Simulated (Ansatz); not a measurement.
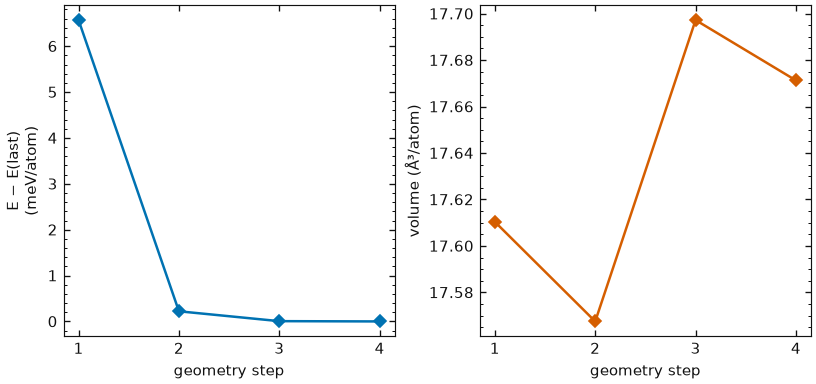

History of a geometry optimisation. The run: Mg₂Be (P6/mmm, 3 atoms in the cell), by DFT PBE, scalar-relativistic, plane waves, PAW in Ansatz; cutoff 420 eV, 12×12×16 k-mesh, Gaussian smearing of 0.1 eV. Atoms and cell relax. A closing SCF on a freshly chosen basis isn't drawn.

The optimisation met its thresholds at geometry 4, counting the start as the first. The energy fell by about 6.6 meV/atom from the first step to the last. All forces vanish by symmetry, so only the cell moves. The volume grows from 17.61 to 17.67 Å³ per atom (+0.3 %), overshooting to 17.70 at step 3.
